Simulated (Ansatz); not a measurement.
# GeCNClF (SMILES N#[C][Ge]([F])[Cl]): RPA@PBE0/cc-pVDZ

What is the vertical ionisation energy of GeCNClF at RPA@PBE0/cc-pVDZ? 

The calculation is run with Ansatz 0.2.0.

130 further runs of the same task are left out: 130 set aside as unsound or not needed.

## (1) The molecule

The species is GeCNClF (5 atoms), meant as a doublet with charge 0. SMILES: `N#[C][Ge]([F])[Cl]`. The shape is that of a PBE0-D4/def2-TZVP optimisation.

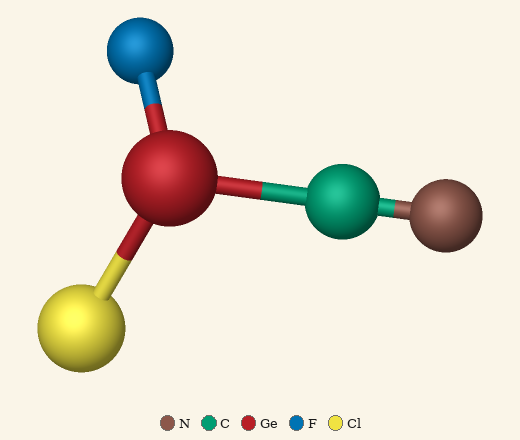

Viewed from a chosen angle; nitrogen brown, carbon teal, germanium red, fluorine blue, chlorine yellow.

## (2) A single-point energy at RPA@PBE0/cc-pVDZ

in.yaml

```yaml
crystal:
  periodic: [false, false, false]
  atoms:
    - symbol: "N"
      position_ang: [1.169800, -1.332900, 1.557000]
    - symbol: C
      position_ang: [0.647700, -0.755000, 0.707300]
    - symbol: Ge
      position_ang: [-0.063200, 0.127200, -0.853400]
    - symbol: F
      position_ang: [-1.722100, -0.343000, -0.913400]
    - symbol: Cl
      position_ang: [0.017500, 2.230100, -0.539000]
basis:
  gaussian: {orbitals: cc-pVDZ}
correlation: {method: rpa, frozen_orbitals: {C: 1, Cl: 5, F: 1, Ge: 9, "N": 1}}
hamiltonian: {xc: pbe0}
magnetization: {spin_polarized: true, initial_magnetization: 1}
accuracy: high
```

Run with:

```sh
$ ansatz run in.yaml --threads 1 --pin off --max-ram 3480MiB --events-out events.jsonl --progress --plain --runs-dir runs
```

The program printed:

```text
Warning: RAYON_NUM_THREADS=1 ignored (pool sized by the plan → 1); use --threads N
Functional definition: PBE0
  name "PBE0"
  parameter a = 0.25
  parameter kappa = 0.804
  parameter beta = 0.06672455060314922
  exchange = (1 - a)*pbe_x(kappa = kappa, mu = beta*pi^2/3) + a*exact_x
  correlation = pbe_c(beta = beta)
1863 factors; integrals over basis functions are off by at most 4.4e-9 eV
mean field evaluation 1: about -74262.3844 eV, gradient 3.4e1 eV
mean field evaluation 2: about -74262.5692 eV, gradient 3.4e1 eV
mean field evaluation 4: about -74266.2528 eV, gradient 1.8e1 eV
mean field evaluation 8: about -74267.7221 eV, gradient 6.2e-1 eV
mean field evaluation 16: about -74267.7244 eV, gradient 2.4e-3 eV
mean field evaluation 32: about -74267.7244 eV, gradient 6.0e-8 eV
mean field -74267.72436961 eV, -2729.2885301116 hartree, gradient 6.1e-8 eV, S^2 0.752416; 0 other end points of the search recorded, 0 dependent functions left out
17 core orbitals not correlated: weight in the atoms' cores, before any rotation towards them, 1.000 or more for the frozen orbitals, at most 0.000 for the correlated occupied ones
reference -74194.92822089 eV, -2726.6133209891 hartree; 19, 18 occupied and 51, 52 virtual orbitals, 1863 factors
Total energy: -74220.51028859 eV, -2727.5534446370 hartree
```

Run time: 12 s. Hardware: 1 thread of Intel Xeon 6975P-C (Granite Rapids), shared host; peak memory 0.51 GiB.

## (3) The singlet cation at the same level

molecule.yaml

```yaml
crystal:
  periodic: [false, false, false]
  atoms:
    - {symbol: "N", position_ang: [1.169800, -1.332900, 1.557000]}
    - {symbol: C, position_ang: [0.647700, -0.755000, 0.707300]}
    - {symbol: Ge, position_ang: [-0.063200, 0.127200, -0.853400]}
    - {symbol: F, position_ang: [-1.722100, -0.343000, -0.913400]}
    - {symbol: Cl, position_ang: [0.017500, 2.230100, -0.539000]}
basis:
  gaussian:
    orbitals: cc-pVDZ
total_charge: 1
hamiltonian:
  xc: {name: PBE0}
correlation:
  method: rpa
  frozen_orbitals: {C: 1, Cl: 5, F: 1, Ge: 9, "N": 1}
accuracy: high
```

Run with:

```sh
$ ansatz run molecule.yaml --threads 1 --pin off --max-ram 3480MiB --events-out events.jsonl --progress --plain --runs-dir runs
```

The program printed, cut to the lines that bear on the results:

```text
Warning: RAYON_NUM_THREADS=1 ignored (pool sized by the plan → 1); use --threads N
[... 2 set-up lines as earlier in the session ...]
[...]
1862 factors; integrals over basis functions are off by at most 4.4e-9 eV
[...]
mean field -74257.34526214 eV, -2728.9071049473 hartree, gradient 5.5e-8 eV, S^2 0.000000; 0 other end points of the search recorded, 0 dependent functions left out
17 core orbitals not correlated: weight in the atoms' cores, before any rotation towards them, 1.000 or more for the frozen orbitals, at most 0.000 for the correlated occupied ones
reference -74184.21538302 eV, -2726.2196314588 hartree; 18, 18 occupied and 52, 52 virtual orbitals, 1862 factors
Total energy: -74210.42972084 eV, -2727.1829906048 hartree
```

Wall time 9.3 s (1 thread of Intel Xeon 6975P-C (Granite Rapids), shared host); peak memory 0.43 GiB.

## (4) Summary of results

Level: RPA@PBE0/cc-pVDZ, 17 core orbitals frozen.

```
                                          quantity           value
                     doublet GeCNClF: total energy  -2727.55344 Eh
 doublet GeCNClF: RPA correlation energy (valence)      -940.1 mEh
doublet GeCNClF: ⟨S²⟩ of the reference determinant           0.752
                      singlet cation: total energy  -2727.18299 Eh
  singlet cation: RPA correlation energy (valence)      -963.4 mEh
vertical ionisation energy (to the singlet cation)       10.081 eV
```

In words: Removing an electron at fixed nuclei costs 10.08 eV (973 kJ/mol). Only the singlet of the ionised species was computed; a triplet could lie lower.
